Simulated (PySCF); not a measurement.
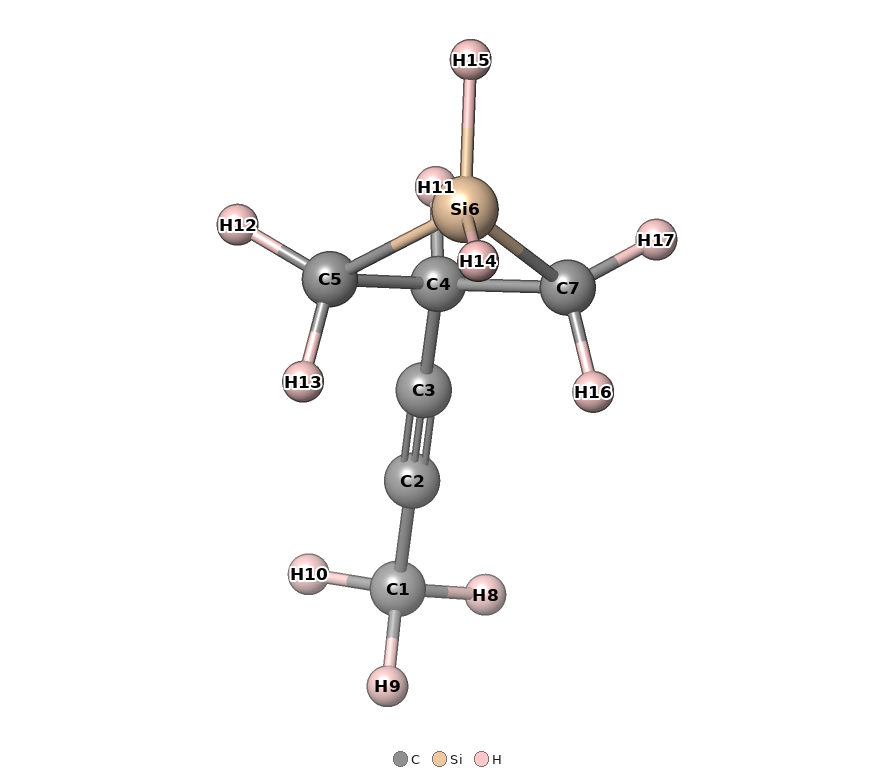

Distant atoms are faded towards the background colour. The computed structure is the end point of a PBE0-D3(BJ)/def2-SVP optimisation. No frequency run is at hand to confirm it as a minimum.

> What is the conformation of the ring C4–C5–Si6–C7?

It is puckered (butterfly). The Cremer–Pople amplitude Q is 0.31 Å.

> Give the torsion angles round the ring, beginning with the bond from its second to its third atom.

−19°, 19°, −23°, 23°.
